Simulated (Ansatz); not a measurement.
```
Sc Ga As
1.0
    12.60862    0.00000    0.00000
     0.00000    7.27643    0.00000
     0.00000    0.00000    6.65228
Sc Ga As
4 8 12
Direct
  0.00000 0.83348 0.99297
  0.50000 0.33348 0.99297
  0.00000 0.16652 0.49297
  0.50000 0.66652 0.49297
  0.32987 0.83693 0.00283
  0.82987 0.33693 0.00283
  0.17013 0.33693 0.00283
  0.67013 0.83693 0.00283
  0.32987 0.16307 0.50283
  0.82987 0.66307 0.50283
  0.17013 0.66307 0.50283
  0.67013 0.16307 0.50283
  0.17513 0.65878 0.87684
  0.67513 0.15878 0.87684
  0.32487 0.15878 0.87684
  0.82487 0.65878 0.87684
  0.00000 0.18701 0.89269
  0.50000 0.68701 0.89269
  0.17513 0.34122 0.37684
  0.67513 0.84122 0.37684
  0.32487 0.84122 0.37684
  0.82487 0.34122 0.37684
  0.00000 0.81299 0.39269
  0.50000 0.31299 0.39269
```

Space group Cmc2₁; a generated structure, not necessarily the stable one.

Method: Ansatz, DFT PBE, scalar-relativistic, plane waves, PAW.

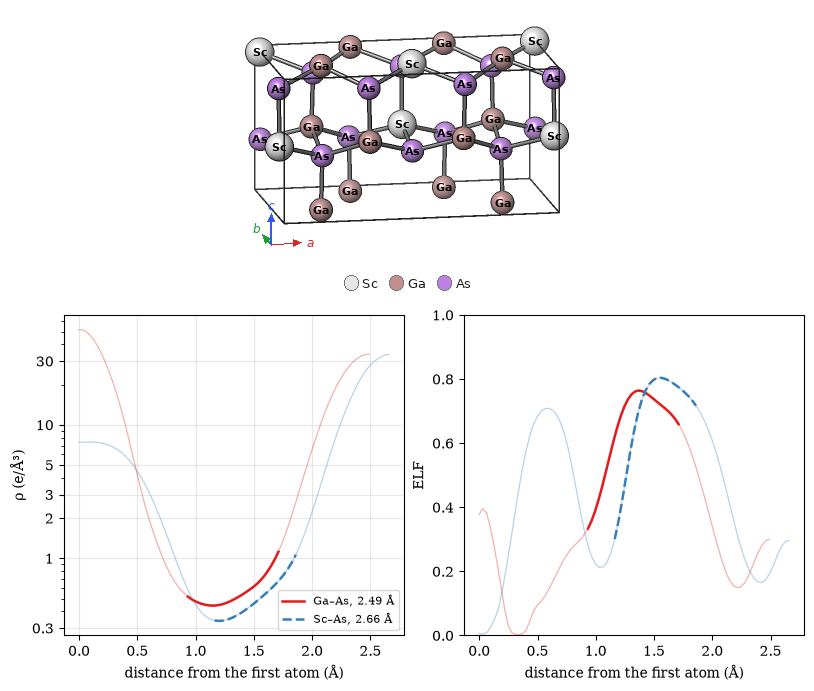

ScGa2As3. Valence pseudo-density and electron localisation function along straight lines between neighbouring atoms. Thin, pale parts lie inside the atomic spheres. The structure is drawn too.

Core electrons are frozen (PAW), and the valence fields are smoothed inside the atomic spheres.

### What can be read from the curves?

Ga–As (2.49 Å): the density is about 0.46 e/Å³ at the midpoint; the ELF peaks at about 0.75 between the atoms; localised, covalent bonding.
Sc–As (2.66 Å): the density is about 0.36 e/Å³ at the midpoint; the ELF is about 0.65 at the midpoint.
